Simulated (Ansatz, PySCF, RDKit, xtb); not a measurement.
# Solving CH5BO, step by step, part 2 of 2

Given the formula CH5BO and nothing else, which arrangement of the atoms is the most stable in the gas at 298.15 K, and what are its properties?

xtb, Ansatz and PySCF; isolated molecules. The steps go on from the part before.

## (12) Density, orbitals and dipole (PBE0/def2-TZVPD)

Contents of input.yaml:

```yaml
basis:
  gaussian: {orbitals: def2-TZVPD}
crystal:
  periodic: [false, false, false]
  atoms:
    - {symbol: C, position_ang: [-1.461288, 1.518980, 0.944096]}
    - {symbol: B, position_ang: [-0.253266, 0.589295, 1.268468]}
    - {symbol: O, position_ang: [-0.135717, -0.599516, 0.625526]}
    - {symbol: H, position_ang: [-2.037473, 1.719975, 1.854322]}
    - {symbol: H, position_ang: [-2.132847, 1.108512, 0.187743]}
    - {symbol: H, position_ang: [-1.104700, 2.497953, 0.604743]}
    - {symbol: H, position_ang: [0.586053, 0.896007, 2.079494]}
    - {symbol: H, position_ang: [0.639206, -1.097967, 0.894446]}
total_charge: 0
hamiltonian: {xc: {name: PBE0}}
output: {forces: true, orbitals: {seedname: orbitals}}
```

The run is started by

```console
$ ansatz run input.yaml --threads 2 --pin off --max-ram 4350MiB --events-out events.jsonl --progress --plain --runs-dir runs
```

Log, cut to the lines that bear on the results:

```text
Warning: RAYON_NUM_THREADS=2 ignored (pool sized by the plan → 2); use --threads N
Functional definition: PBE0
  name "PBE0"
[...]
778 factors; their error is unknown
[...]
mean field -3840.27311123 eV, -141.1274338072 hartree, gradient 2.2e-5 eV, S^2 0.000000; 0 other end points of the search recorded, 0 dependent functions left out
[...]
reference -3840.27314912 eV, -141.1274351994 hartree; 12, 12 occupied and 147, 147 virtual orbitals, 778 factors
Total energy: -3840.27314912 eV, -141.1274351994 hartree
Atom 0 at    -1.461288     1.518980     0.944096 Å, force    -0.001613    -0.002277    -0.002463 eV/Å
Atom 1 at    -0.253266     0.589295     1.268468 Å, force    -0.004217     0.043640     0.023738 eV/Å
Atom 2 at    -0.135717    -0.599516     0.625526 Å, force     0.007887    -0.028593    -0.011994 eV/Å
Atom 3 at    -2.037473     1.719975     1.854322 Å, force    -0.001228     0.001627     0.001713 eV/Å
Atom 4 at    -2.132847     1.108512     0.187743 Å, force    -0.005368     0.001704    -0.002710 eV/Å
Atom 5 at    -1.104700     2.497953     0.604743 Å, force     0.000110     0.002614    -0.000326 eV/Å
Atom 6 at     0.586053     0.896007     2.079494 Å, force    -0.001496    -0.006514    -0.004777 eV/Å
Atom 7 at     0.639206    -1.097967     0.894446 Å, force     0.005926    -0.012201    -0.003181 eV/Å
Dipole moment:     0.175490    -0.055499     0.096422 e Å
```

Wall time 7.2 s (2 threads of AMD EPYC (Zen 3), shared host).

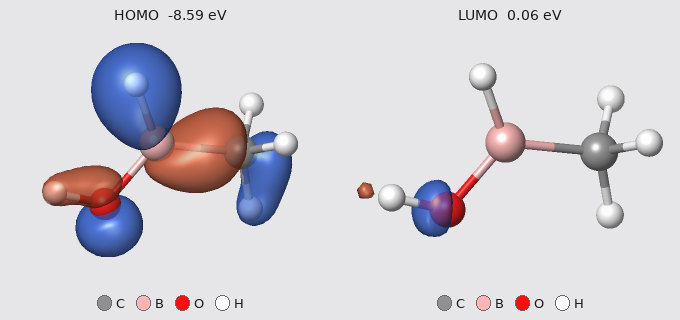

Frontier orbitals of this run, surfaces at ±0.2 Å^-3/2.

## (13) Frequencies after a tight-binding relaxation (GFN2-xTB)

Contents of start.xyz:

```xyz
8
c360a
C     -1.461288     1.518980     0.944096
B     -0.253266     0.589295     1.268468
O     -0.135717    -0.599516     0.625526
H     -2.037473     1.719975     1.854322
H     -2.132847     1.108512     0.187743
H     -1.104700     2.497953     0.604743
H      0.586053     0.896007     2.079494
H      0.639206    -1.097967     0.894446
```

The run is started by

```console
$ xtb start.xyz --gfn 2 --ohess tight
```

Log, cut to the lines that bear on the results:

```text
* xtb version 6.7.1
[...]
          :  # basis functions                  17          :
[...]
          :  # electrons                        18          :
[...]
          :  Hamiltonian                  GFN2-xTB          :
[...]
          :  net charge                          0          :
          :  unpaired electrons                  0          :
[...]
   *** convergence criteria satisfied after 11 iterations ***
[...]
   *** GEOMETRY OPTIMIZATION CONVERGED AFTER 8 ITERATIONS ***
[...]
   *** convergence criteria satisfied after 3 iterations ***
[...]
         ::                     SUMMARY                     ::
         :::::::::::::::::::::::::::::::::::::::::::::::::::::
         :: total energy             -10.022610544619 Eh    ::
         :: gradient norm              0.000128988313 Eh/a0 ::
         :: HOMO-LUMO gap              5.792414764033 eV    ::
         ::.................................................::
         :: SCC energy               -10.130113046977 Eh    ::
         :: -> isotropic ES            0.044928305234 Eh    ::
         :: -> anisotropic ES          0.005023195956 Eh    ::
         :: -> anisotropic XC          0.001430657129 Eh    ::
         :: -> dispersion             -0.002382343810 Eh    ::
         :: repulsion energy           0.107502502357 Eh    ::
         :: add. restraining           0.000000000000 Eh    ::
         :: total charge               0.000000000000 e     ::
         :::::::::::::::::::::::::::::::::::::::::::::::::::::
[...]
         9        2.0000           -0.4005300             -10.8990 (HOMO)
        10                         -0.1876625              -5.1066 (LUMO)
[...]
     #   Z          covCN         q      C6AA      α(0)
     1   6 C        3.673    -0.196    24.623     7.111
     2   5 B        2.620     0.334    16.930     6.961
     3   8 O        1.594    -0.423    21.336     6.234
     4   1 H        0.925     0.039     2.466     2.456
     5   1 H        0.925     0.040     2.443     2.444
     6   1 H        0.925     0.039     2.467     2.456
     7   1 H        0.934    -0.129     6.709     4.050
     8   1 H        0.806     0.296     0.733     1.344
[...]
          | TOTAL ENERGY              -10.022610544622 Eh   |
          | TOTAL ENTHALPY             -9.954609599271 Eh   |
          | TOTAL FREE ENERGY          -9.985672182364 Eh   |
          | GRADIENT NORM               0.000128921269 Eh/α |
[...]
```

It took 0.3 s on 2 threads of AMD EPYC (Zen 3), shared host.

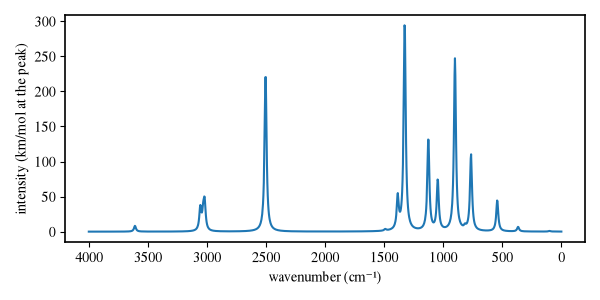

Harmonic infrared spectrum, unscaled, lines broadened by 10 cm⁻¹.

## (14) Electronic excitations (TD-CAM-B3LYP/def2-SVPD)

An in-house driver calls PySCF's response routines at TD-CAM-B3LYP/def2-SVPD; it has no typed input.

Log:

```text
coarse grid: 6360 points
cycle   1  E = -140.9703556601  dE =  1.742e-01  |g| = 6.154e-01  |ddm| = 3.092e+00
cycle   2  E = -140.9279583804  dE =  4.240e-02  |g| = 8.059e-01  |ddm| = 1.109e+00
cycle   3  E = -141.0468636518  dE = -1.189e-01  |g| = 6.114e-02  |ddm| = 5.736e-01
cycle   4  E = -141.0476144846  dE = -7.508e-04  |g| = 2.351e-02  |ddm| = 9.068e-02
cycle   5  E = -141.0477539846  dE = -1.395e-04  |g| = 3.090e-03  |ddm| = 2.880e-02
cycle   6  E = -141.0477565526  dE = -2.568e-06  |g| = 5.262e-04  |ddm| = 5.322e-03
final grid: 60488 points
cycle   7  E = -141.0780197621  dE = -1.971e-05  |g| = 2.590e-03  |ddm| = 3.164e-02
cycle   8  E = -141.0780202272  dE = -4.651e-07  |g| = 2.261e-03  |ddm| = 6.664e-03
cycle   9  E = -141.0780214243  dE = -1.197e-06  |g| = 2.131e-04  |ddm| = 2.415e-03
cycle  10  E = -141.0780214291  dE = -4.795e-09  |g| = 1.610e-04  |ddm| = 2.923e-04
cycle  11  E = -141.0780214341  dE = -5.016e-09  |g| = 1.466e-05  |ddm| = 1.412e-04
cycle  12  E = -141.0780214342  dE = -7.230e-11  |g| = 4.024e-06  |ddm| = 2.545e-05
converged SCF energy = -141.0780214342

Static polarisability (au): isotropic 32.968, principal 27.843 32.960 38.101

Singlet excitations
state   eV       nm        f      main configurations
  1   6.8799    180.2   0.00199   H->L+1 0.97
  2   7.8333    158.3   0.00156   H->L 0.93
  3   8.8943    139.4   0.02325   H->L+2 0.89
  4   9.0300    137.3   0.01301   H-1->L 0.76
  5   9.1468    135.5   0.02383   H-2->L+1 0.74, H-3->L+1 0.18
  6   9.4591    131.1   0.19360   H-1->L+1 0.88
  7   9.6805    128.1   0.25161   H->L+3 0.88
  8   9.7087    127.7   0.00065   H-3->L+1 0.77, H-2->L+1 0.19

Triplet excitations (Tamm-Dancoff, eV): 6.3123 7.5831 7.8316
```

It took 13 s on 2 threads of AMD EPYC (Zen 3), shared host.

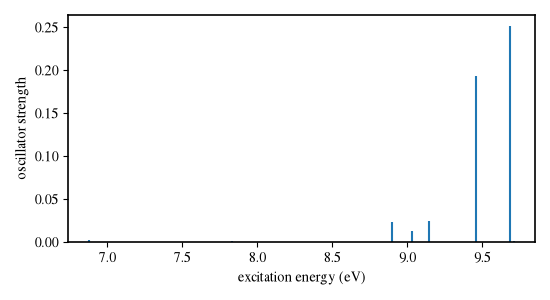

Vertical excitations as sticks.

The roots found:

```tsv
excited state	energy (eV)	strength
1	6.880	0.0020
2	7.833	0.0016
3	8.894	0.0232
4	9.030	0.0130
5	9.147	0.0238
6	9.459	0.1936
7	9.681	0.2516
8	9.709	0.0006
```

## (15) NMR shieldings (GIAO PBE0/pcSseg-1)

An in-house driver calls PySCF's response routines at GIAO PBE0/pcSseg-1; it has no typed input.

Log:

```text
coarse grid: 6360 points
cycle   1  E = -140.9473975303  dE =  1.514e-01  |g| = 6.499e-01  |ddm| = 2.207e+00
cycle   2  E = -140.8536965399  dE =  9.370e-02  |g| = 9.676e-01  |ddm| = 1.228e+00
cycle   3  E = -141.0279559381  dE = -1.743e-01  |g| = 1.019e-01  |ddm| = 8.315e-01
cycle   4  E = -141.0301566287  dE = -2.201e-03  |g| = 2.564e-02  |ddm| = 8.500e-02
cycle   5  E = -141.0303133853  dE = -1.568e-04  |g| = 3.904e-03  |ddm| = 1.993e-02
cycle   6  E = -141.0303169222  dE = -3.537e-06  |g| = 1.020e-03  |ddm| = 3.712e-03
final grid: 60488 points
cycle   7  E = -141.0554350816  dE = -1.679e-05  |g| = 6.935e-03  |ddm| = 1.295e-02
cycle   8  E = -141.0554259837  dE =  9.098e-06  |g| = 9.829e-03  |ddm| = 1.059e-02
cycle   9  E = -141.0554451620  dE = -1.918e-05  |g| = 9.787e-04  |ddm| = 6.399e-03
cycle  10  E = -141.0554453530  dE = -1.910e-07  |g| = 6.983e-05  |ddm| = 7.300e-04
cycle  11  E = -141.0554453541  dE = -1.064e-09  |g| = 1.235e-05  |ddm| = 5.960e-05
cycle  12  E = -141.0554453541  dE = -3.709e-11  |g| = 3.889e-06  |ddm| = 1.590e-05
converged SCF energy = -141.0554453541

GIAO shielding tensors (ppm)
atom      isotropic    diamagn.    paramagn.     s11        s22        s33       span
  0 C      177.499     252.559     -75.060    158.091    179.865    194.541     36.450
  1 B       49.347     191.375    -142.028      0.806     47.268     99.968     99.161
  2 O      134.082     390.239    -256.157    -36.823    141.112    297.957    334.780
  3 H       30.953      28.025       2.928     27.843     28.474     36.540      8.697
  4 H       31.007      31.233      -0.226     27.550     29.132     36.339      8.789
  5 H       30.948      29.722       1.226     27.840     28.472     36.532      8.692
  6 H       25.999      29.550      -3.551     25.007     25.477     27.514      2.507
  7 H       25.568      30.886      -5.318     21.622     22.305     32.778     11.156
```

Run time: 9 s. Hardware: 2 threads of AMD EPYC (Zen 3), shared host.

Isotropic shieldings, averaged over atoms that the bond graph makes equivalent (absolute, not shifts):

```tsv
atoms	shielding (ppm)
C1	177.5
B2	49.3
O3	134.1
H4, H5, H6	30.97
H7	26.00
H8	25.57
```

## (16) The cation at the same geometry (PBE0/def2-TZVPD)

Contents of input.yaml:

```yaml
crystal:
  periodic: [false, false, false]
  atoms:
    - symbol: C
      position_ang: [-1.461288, 1.518980, 0.944096]
    - symbol: B
      position_ang: [-0.253266, 0.589295, 1.268468]
    - symbol: O
      position_ang: [-0.135717, -0.599516, 0.625526]
    - symbol: H
      position_ang: [-2.037473, 1.719975, 1.854322]
    - symbol: H
      position_ang: [-2.132847, 1.108512, 0.187743]
    - symbol: H
      position_ang: [-1.104700, 2.497953, 0.604743]
    - symbol: H
      position_ang: [0.586053, 0.896007, 2.079494]
    - symbol: H
      position_ang: [0.639206, -1.097967, 0.894446]
basis:
  gaussian: {orbitals: def2-TZVPD}
magnetization: {spin_polarized: true, initial_magnetization: 1}
total_charge: 1
hamiltonian: {xc: pbe0}
```

The run is started by

```console
$ ansatz run input.yaml --threads 2 --pin off --max-ram 4350MiB --events-out events.jsonl --progress --plain --runs-dir runs
```

Log:

```text
Warning: RAYON_NUM_THREADS=2 ignored (pool sized by the plan → 2); use --threads N
[... 2 set-up lines as earlier in the session ...]
  parameter a = 0.25
  parameter kappa = 0.804
  parameter beta = 0.06672455060314922
  exchange = (1 - a)*pbe_x(kappa = kappa, mu = beta*pi^2/3) + a*exact_x
  correlation = pbe_c(beta = beta)
778 factors; their error is unknown
mean field evaluation 1: about -3813.2744 eV, gradient 6.6e1 eV
mean field evaluation 2: about -3776.0638 eV, gradient 1.1e2 eV
mean field evaluation 4: about -3828.8159 eV, gradient 8.4e0 eV
mean field evaluation 8: about -3829.1907 eV, gradient 2.4e-1 eV
mean field evaluation 16: about -3829.1862 eV, gradient 7.3e-4 eV
mean field -3829.18623645 eV, -140.7199986738 hartree, gradient 5.3e-5 eV, S^2 0.755997; 2 other end points of the search recorded, 0 dependent functions left out
reference -3829.18626763 eV, -140.7199998199 hartree; 12, 11 occupied and 147, 148 virtual orbitals, 778 factors
Total energy: -3829.18626763 eV, -140.7199998199 hartree
```

It took 13 s on 2 threads of AMD EPYC (Zen 3), shared host.

Difference from the parent: 11.09 eV.

## (17) The anion at the same geometry (PBE0/def2-TZVPD)

Edit input.yaml of step 16 so:

```diff
@@ -21,4 +21,5 @@
   gaussian: {orbitals: def2-TZVPD}
+total_charge: -1
 magnetization: {spin_polarized: true, initial_magnetization: 1}
-total_charge: 1
-hamiltonian: {xc: pbe0}
+hamiltonian: {xc: {name: PBE0}}
+scf: {lower_state_search: off}
```

The run is started by

```console
$ ansatz run input.yaml --threads 2 --pin off --max-ram 4350MiB --events-out events.jsonl --progress --plain --runs-dir runs
```

Log, cut to the lines that bear on the results:

```text
Warning: RAYON_NUM_THREADS=2 ignored (pool sized by the plan → 2); use --threads N
[... 2 set-up lines as earlier in the session ...]
[...]
778 factors; their error is unknown
[...]
a density is far from that of the atoms, so the factors are made again for it
1114 factors; integrals over basis functions are off by at most 7.3e-4 eV
[...]
mean field -3839.45838056 eV, -141.0974930072 hartree, gradient 3.6e-6 eV, S^2 0.750124; 0 other end points of the search recorded, 0 dependent functions left out
reference -3839.45841503 eV, -141.0974942739 hartree; 13, 12 occupied and 146, 147 virtual orbitals, 1114 factors
Total energy: -3839.45841503 eV, -141.0974942739 hartree
Checks for a lower state left out: stability, starts, cluster_reference, orbital_swaps, neighbouring_geometries, increment
```

It took 13 s on 2 threads of AMD EPYC (Zen 3), shared host.

Parent less the species with the added electron: -0.81 eV. The extra electron isn't bound at this geometry, so the number measures the basis, not the molecule.

## (18) The triplet at the same geometry (PBE0/def2-TZVPD)

Edit input.yaml of step 17 so:

```diff
@@ -20,6 +20,9 @@
 basis:
-  gaussian: {orbitals: def2-TZVPD}
-total_charge: -1
-magnetization: {spin_polarized: true, initial_magnetization: 1}
-hamiltonian: {xc: {name: PBE0}}
-scf: {lower_state_search: off}
+  gaussian:
+    orbitals: def2-TZVPD
+total_charge: 0
+magnetization:
+  spin_polarized: true
+  initial_magnetization: 2
+hamiltonian:
+  xc: pbe0
```

The run is started by

```console
$ ansatz run input.yaml --threads 2 --pin off --max-ram 4350MiB --events-out events.jsonl --progress --plain --runs-dir runs
```

Log, cut to the lines that bear on the results:

```text
Warning: RAYON_NUM_THREADS=2 ignored (pool sized by the plan → 2); use --threads N
[... 7 set-up lines as earlier in the session ...]
778 factors; their error is unknown
mean field evaluation 1: about -3826.6162 eV, gradient 4.2e1 eV
mean field evaluation 2: about -3818.9467 eV, gradient 5.8e1 eV
mean field evaluation 4: about -3833.9813 eV, gradient 4.8e0 eV
mean field evaluation 8: about -3834.0751 eV, gradient 1.1e-1 eV
mean field evaluation 16: about -3834.0730 eV, gradient 2.2e-4 eV
mean field -3834.07300686 eV, -140.8995841742 hartree, gradient 5.5e-5 eV, S^2 2.004957; 4 other end points of the search recorded, 0 dependent functions left out
reference -3834.07304477 eV, -140.8995855672 hartree; 13, 11 occupied and 146, 148 virtual orbitals, 778 factors
Total energy: -3834.07304477 eV, -140.8995855672 hartree
```

Wall time 13 s (2 threads of AMD EPYC (Zen 3), shared host).

It lies 6.20 eV above the singlet.

## (19) Stability of the closed-shell solution (PBE0/def2-SVP)

Edit start.xyz of step 13 so:

```diff
@@ -1,3 +1,3 @@
 8
-c360a
+CH5BO
 C     -1.461288     1.518980     0.944096
```

Contents of run.py:

```python
from pyscf import gto, dft

mol = gto.M(
    atom='start.xyz',
    verbose=3,
    spin=0,
    max_memory=3100,
    charge=0,
    basis='def2-svp',
)

calc0 = dft.RKS(mol)
calc0.xc = 'pbe0'
calc0 = calc0.density_fit(auxbasis='def2-universal-jkfit')
calc0.max_cycle = 100
calc0.grids.level = 3
calc0.kernel()
if not calc0.converged:
    calc0 = calc0.newton().run(calc0.mo_coeff, calc0.mo_occ)

etot = calc0.e_tot
print('Final energy', etot)
mo_i, mo_e, stable_i, stable_e = calc0.stability(internal=True, external=True, return_status=True)
print('stable: internal', stable_i, 'external', stable_e)
```

The run is started by

```console
$ OMP_NUM_THREADS=2 python run.py
```

Log:

```text
converged SCF energy = -140.965847463173
Final energy -140.96584746317268
<class 'pyscf.df.df_jk.DFRKS'> wavefunction is stable in the internal stability analysis
<class 'pyscf.df.df_jk.DFRKS'> wavefunction is stable in the real -> complex stability analysis
<class 'pyscf.df.df_jk.DFRKS'> wavefunction is stable in the RHF/RKS -> UHF/UKS stability analysis
stable: internal True external True
```

Wall time 49 s (2 threads of AMD EPYC (Zen 3), shared host).

## (20) Outcome

This closing draws on all 2 parts.

| quantity | value |
| --- | --- |
| lowest structure found | CBO, singlet, Cs |
| next finalist | CBO, singlet, 0.6 kcal/mol higher in G |
| share at equilibrium, among the finalists | 72.4 % |
| funnel | 8 starts, 7 minima at GFN2-xTB, 6 screening runs, 3 relaxed, 3 ranked |
| CPU time of all runs | 19 min |
| harmonic wavenumbers, lowest and highest (PBE0-D4/def2-TZVP) | 109 and 3888 cm⁻¹ |
| rotational constants, same geometry | 1.613, 0.2884, 0.256 cm⁻¹ |
| dipole moment (PBE0/def2-TZVPD) | 1.00 D |
| HOMO energy (PBE0/def2-TZVPD) | -8.59 eV |
| LUMO energy (PBE0/def2-TZVPD) | 0.06 eV |
| HOMO–LUMO gap (PBE0/def2-TZVPD) | 8.65 eV |
| lowest excitation (TD-CAM-B3LYP/def2-SVPD) | 6.88 eV (f = 0.002) |
| strongest of the states computed, same level | 9.68 eV (f = 0.252) |
| lowest triplet excitation, same level, Tamm-Dancoff | 6.31 eV |
| vertical ionisation energy | 11.09 eV |
| vertical electron affinity | -0.81 eV (unbound: the value depends on the basis) |
| vertical triplet less singlet | +6.20 eV |

The search ends on `CBO`. The next finalist is drawn with the same bonds. At 0.6 kcal/mol the two aren't resolved. GFN2-xTB, HF/STO-3G, r2SCAN-D4/def2-SVP, PBE0-D4/def2-TZVP, HF/def2-TZVPP and MP2/def2-TZVPP already put its bonding pattern lowest among the structures in one piece. The largest share of the time went into the vibrations (50 %). The search is not exhaustive (a finite list of starts, one conformer a finalist), so a lower isomer can't be ruled out. Patterns outside the rules of the enumeration were met only by chance.
